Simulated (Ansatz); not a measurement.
## What a change does: single-point calculation on C2H6ClFSi

System: C2H6ClFSi.
Method of the first run: RKS wB97X-V/def2-TZVPP (Ansatz 0.2.0).

The geometry comes from this level: PBE0-D4/def2-TZVP. Text and figures count atoms from 1; the logs count them from 0 in places.

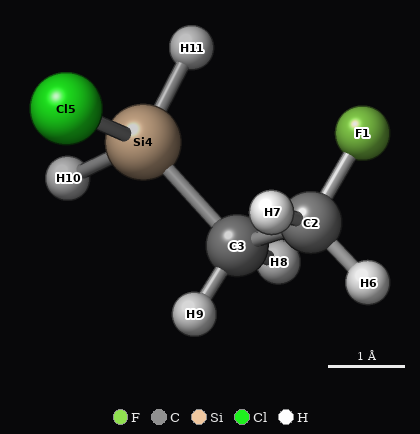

Fig. 1: The structure as given in the input (ball-and-stick view, seen at a tilt; atoms are numbered from 1 in the order of the input).

### The input, the first run
```yaml
crystal:
  periodic: [false, false, false]
  atoms:
    - {symbol: F, position_ang: [-1.701345, 1.063194, 0.331912]}
    - {symbol: C, position_ang: [-0.470282, 1.304779, -0.257856]}
    - {symbol: C, position_ang: [0.138685, 0.005683, -0.730137]}
    - {symbol: Si, position_ang: [0.334609, -1.297508, 0.600673]}
    - {symbol: Cl, position_ang: [1.443729, -0.501820, 2.145733]}
    - {symbol: H, position_ang: [-0.638104, 1.997581, -1.087510]}
    - {symbol: H, position_ang: [0.163494, 1.791654, 0.488751]}
    - {symbol: H, position_ang: [-0.464690, -0.422662, -1.538832]}
    - {symbol: H, position_ang: [1.130546, 0.209523, -1.148322]}
    - {symbol: H, position_ang: [1.086223, -2.455105, 0.057784]}
    - {symbol: H, position_ang: [-0.957565, -1.752321, 1.158304]}
basis:
  gaussian: {orbitals: def2-TZVPP}
hamiltonian: {xc: {name: wB97X-V}}
output: {orbitals: {seedname: orbitals}}
```

Launched with:
```bash
ansatz run in.yaml --threads 4 --pin off --events-out ev --progress --plain --max-ram 10444MiB
```

Hardware: 4 threads of Arm Neoverse N1, 23 GiB of memory available, shared host.

### Output (the first run)
```
Functional definition: wB97X-V
  parameter omega = 0.3/bohr
  parameter cx = 0.167
  parameter cx1 = 0.603
  parameter cx2 = 1.194
  parameter css0 = 0.556
  parameter css1 = -0.257
  parameter cos0 = 1.219
  parameter cos1 = -1.850
  parameter b = 6.0
  parameter c = 0.01
  exchange = spin_sum(e_x_unif_sr(omega)*poly(b97_u_x, 1 - cx, cx1, cx2)) + cx*exact_x_sr(omega) + exact_x_lr(omega)
  correlation = spin_sum(e_c_pw_same_spin*poly(b97_u_same, css0, css1))
      + integral(e_c_pw_opposite_spin*poly(b97_u_opposite, cos0, cos1)) + vv10(b, c)
1471 factors; their error is unknown
323 factors; integrals over basis functions are off by at most 1.4e-5 eV
mean field evaluation 1: about -25285.8653 eV, gradient 3.6e1 eV
mean field evaluation 2: about -25287.2924 eV, gradient 2.7e1 eV
mean field evaluation 4: about -25288.6241 eV, gradient 1.9e0 eV
mean field evaluation 8: about -25288.6381 eV, gradient 8.0e-2 eV
mean field evaluation 16: about -25288.6535 eV, gradient 7.1e-5 eV
mean field -25288.65346020 eV, -929.3408733972 hartree, gradient 1.5e-5 eV, S^2 0.000000; 0 other end points of the search recorded, 0 dependent functions left out
reference -25288.65345818 eV, -929.3408733230 hartree; 29, 29 occupied and 232, 232 virtual orbitals, 1471 factors
Total energy: -25288.65345818 eV, -929.3408733230 hartree
```

For the second run the input was changed thus:
```diff
-hamiltonian: {xc: {name: wB97X-V}}
+hamiltonian: {xc: pbe0, dispersion: d4}
```

What does this change do to the results?

The total energies belong to different models, so their difference says nothing on which is more stable or more accurate. The HOMO goes from −11.11 to −8.71 eV. The LUMO goes from 2.33 to 0.27 eV. On the same kind of shared host the second run took about 0.39 times as long.

### Output (the second run)
```
Functional definition: PBE0
  parameter a = 0.25
  parameter kappa = 0.804
  parameter beta = 0.06672455060314922
  exchange = (1 - a)*pbe_x(kappa = kappa, mu = beta*pi^2/3) + a*exact_x
  correlation = pbe_c(beta = beta)
1486 factors; their error is unknown
mean field evaluation 1: about -25275.2683 eV, gradient 4.9e1 eV
mean field evaluation 2: about -25273.4283 eV, gradient 5.4e1 eV
mean field evaluation 4: about -25280.4315 eV, gradient 2.0e0 eV
mean field evaluation 8: about -25280.4341 eV, gradient 3.7e-2 eV
mean field evaluation 16: about -25280.4818 eV, gradient 6.3e-5 eV
mean field -25280.48182965 eV, -929.0405715134 hartree, gradient 6.3e-5 eV, S^2 0.000000; 0 other end points of the search recorded, 0 dependent functions left out
reference -25280.48186115 eV, -929.0405726713 hartree; 29, 29 occupied and 232, 232 virtual orbitals, 1486 factors
Total energy: -25280.68848366 eV, -929.0481659083 hartree
```

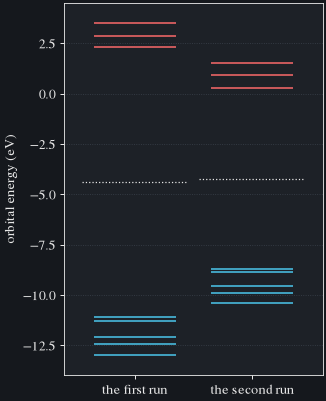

Fig. 2: The five highest filled and three lowest empty orbital energies of the two runs; the dotted lines part filled from empty levels. The HOMO–LUMO gap is 13.44 eV in the first run and 8.98 eV in the second run.

### The two runs side by side

| quantity | the first run | the second run |
| --- | --- | --- |
| outcome | converged | converged |
| total energy (hartree) | −929.340873 | −929.048166 |
| HOMO (eV) | −11.11 | −8.71 |
| LUMO (eV) | 2.33 | 0.27 |
| basis functions | 261 | 261 |
| wall time (shared host) | 14 s | 5.5 s |
